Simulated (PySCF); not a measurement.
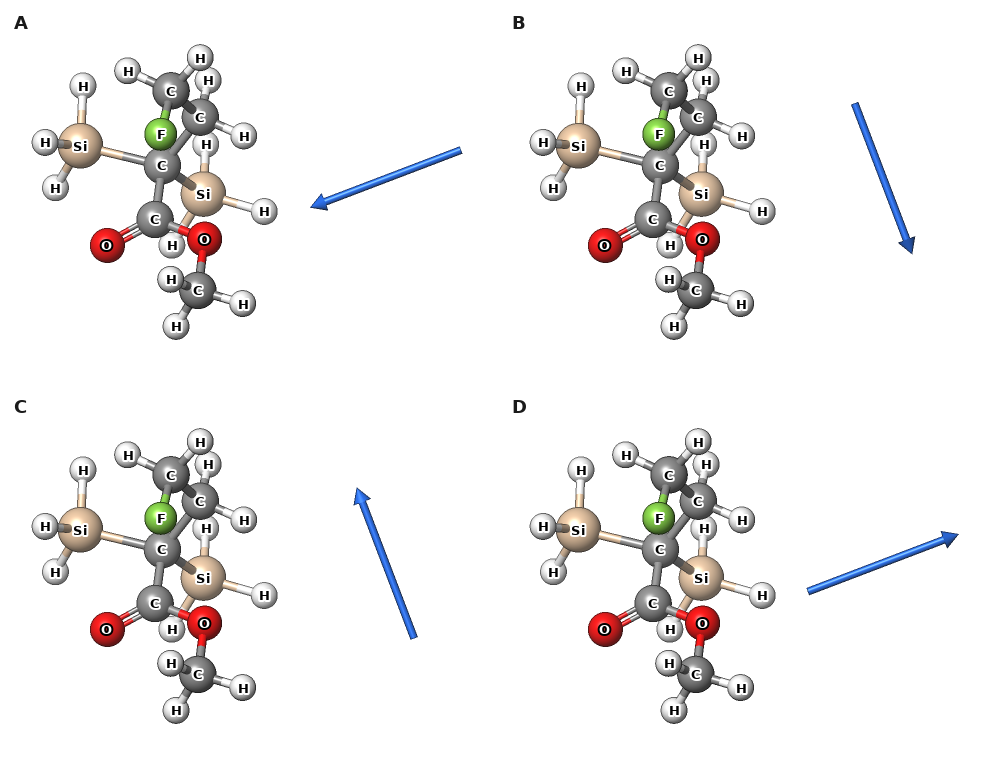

The same molecule four times, each with an arrow. The geometry was computed by an optimisation with GFN2-xTB. No frequency run is at hand to confirm it as a minimum. Properties computed with PBE0/pcSseg-1, gas phase (PySCF 2.14.0).

### Which arrow points along the dipole moment, from the negative to the positive end?

D. The dipole moment is 2.55 D.

The geometry is semi-empirical. Around Si such bond lengths and angles can be off by a tenth of an ångström or more and by several degrees, and values that hang on the shape move with them.
